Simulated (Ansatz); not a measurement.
# BClH3NSi: the cost of one run

Method: RKS PBE0-D4/def2-SVPD; program: Ansatz 0.2.0.

1 further run of the same task is left out (set aside as unsound or not needed).

### Step 1. Starting geometry

SMILES `ClB1N[SiH2]1`, 7 atoms, charge 0, spin multiplicity 1.

Atoms are counted from 1 here; the program's logs count them from 0.

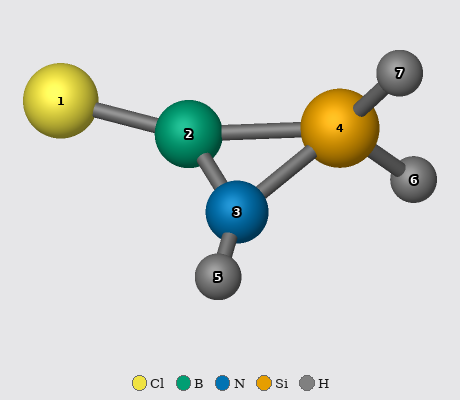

Start geometry, drawn with chlorine yellow, boron teal, nitrogen blue, silicon amber, hydrogen grey; atoms are numbered from 1 in the order of the file.

As a file:

```xyz
7

Cl   -0.2193   -2.3319    1.5862
B    -0.0872   -0.8700    0.6248
N     0.2324   -0.5550   -0.6852
Si   -0.1159    1.0164    0.1429
H     0.5024   -1.0220   -1.5537
H    -1.3125    1.7493   -0.3936
H     1.0614    1.9453    0.2329
```

### Step 2. Relaxation

Contents of input.yaml:

```yaml
crystal:
  periodic: [false, false, false]
  atoms:
    - { symbol: Cl, position_ang: [-0.219344, -2.331904, 1.586228] }
    - { symbol: B, position_ang: [-0.087216, -0.869995, 0.624792] }
    - { symbol: "N", position_ang: [0.232391, -0.554983, -0.685209] }
    - { symbol: Si, position_ang: [-0.115883, 1.016377, 0.142915] }
    - { symbol: H, position_ang: [0.502364, -1.021976, -1.553715] }
    - { symbol: H, position_ang: [-1.312483, 1.749306, -0.393644] }
    - { symbol: H, position_ang: [1.061371, 1.945274, 0.232933] }
basis:
  gaussian: { orbitals: def2-SVPD }
hamiltonian:
  xc: pbe0
  dispersion: d4
output:
  forces: true
relax:
  f_tol: 0.003
  max_steps: 120
```

On the command line:

```bash
> ansatz run input.yaml --threads 1 --pin off --max-ram 2560MiB --backend cpu --events-out ev --progress --plain --runs-dir out
```

**Question.** How long does this run take on 1 thread of AMD EPYC 7R43 (Zen 3), shared host, and how much memory does it need?

About 38 s, with a peak of 0.27 GiB.
